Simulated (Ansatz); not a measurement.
**CH₅B₂ (doublet): density, localisation and related maps**

Input

```
crystal:
  periodic: [false, false, false]
  atoms:
    - {symbol: C, position_ang: [-0.124697, 1.397602, 0.693461]}
    - {symbol: B, position_ang: [-3.150161, 1.353548, 0.094534]}
    - {symbol: B, position_ang: [-1.613745, 1.373715, 0.378663]}
    - {symbol: H, position_ang: [-3.566993, 1.257529, -1.021927]}
    - {symbol: H, position_ang: [-3.937493, 1.434022, 0.990914]}
    - {symbol: H, position_ang: [0.390934, 0.473870, 0.408720]}
    - {symbol: H, position_ang: [0.396942, 2.247256, 0.239260]}
    - {symbol: H, position_ang: [-0.020437, 1.501772, 1.782998]}
basis:
  gaussian: {orbitals: def2-TZVPD}
total_charge: 0
magnetization: {spin_polarized: true, initial_magnetization: 1}
hamiltonian: {xc: pbe0}
output: {forces: true, orbitals: {seedname: orbitals}}
```

Command:

```sh
ansatz run input.yaml --threads 2 --pin off --max-ram 4350MiB --events-out events.jsonl --progress --plain --runs-dir runs
```

Geometry: B3LYP-D3(BJ)/6-311G**.

All numbers below come from isolated molecule in a Gaussian basis; Kohn-Sham density functional theory, functional PBE0 (Ansatz).

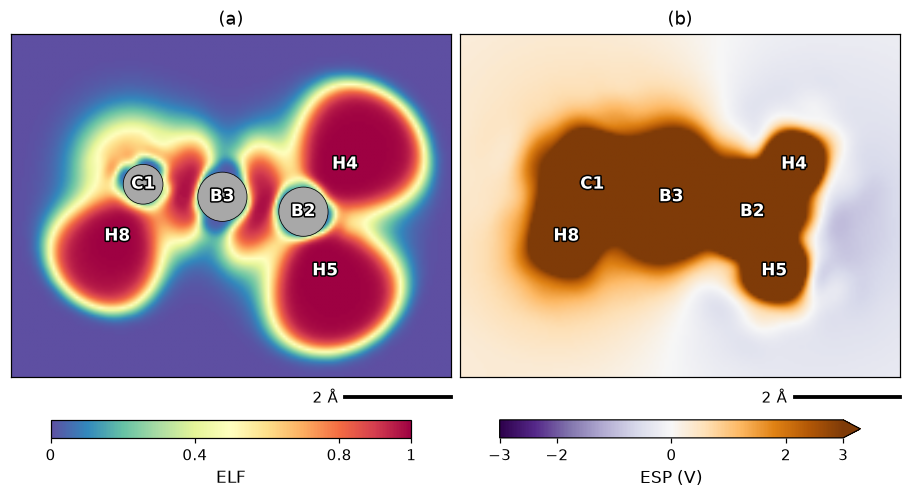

Figure 1. (a) electron localisation function; (b) molecular electrostatic potential on the plane of atoms B3, B2 and H5. Grey discs cover the atomic cores in the ELF map.

What does the map show?

The section cuts through C, B and H sites. C–B (1.52 Å): the ELF peaks at about 1 between the atoms: localised, covalent bonding. B–B (1.56 Å): the ELF peaks at about 1 between the atoms (localised, covalent bonding). C–H (1.10 Å): the ELF climbs to about 1 towards the hydrogen, as it does in any bond to H: a covalent bond by its length. B–H (1.20 Å): the ELF climbs to about 1 towards the hydrogen; an ordinary covalent bond to hydrogen. Outside the dense part of the molecule the potential is most negative (−1.0 V) near H4.

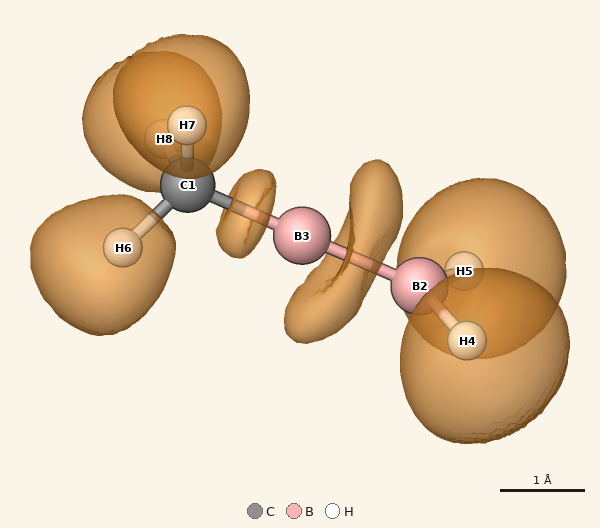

Figure 2. Isosurface of the electron localisation function at 0.85 (orange), seen at an oblique angle. Core shells and regions of very low density are left out.

Identify the bonds, lone pairs and shells in this picture.

The surface consists of one region between bonded B–B atoms (shared pairs), one region between bonded B–C atoms (shared pairs) and five regions around hydrogen nuclei.

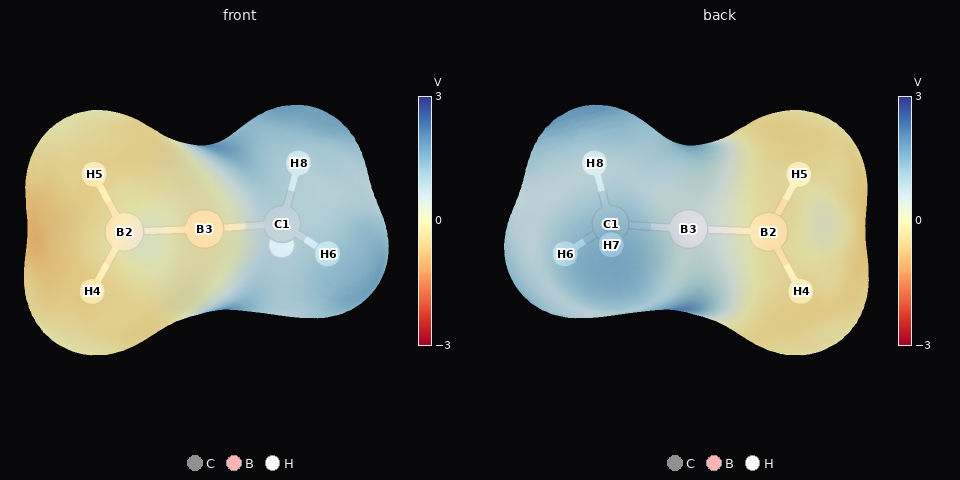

Figure 3. The molecular electrostatic potential painted on the density surface at 0.004 e/bohr³, seen from the front and from behind; the colour scale runs from red (negative) to blue (positive).

Describe the electrostatic potential map.

The most negative region (about −0.9 V, or −21 kcal/mol for a unit charge) lies over H5, the most positive (about +2.1 V, or +48 kcal/mol for a unit charge) over B3.
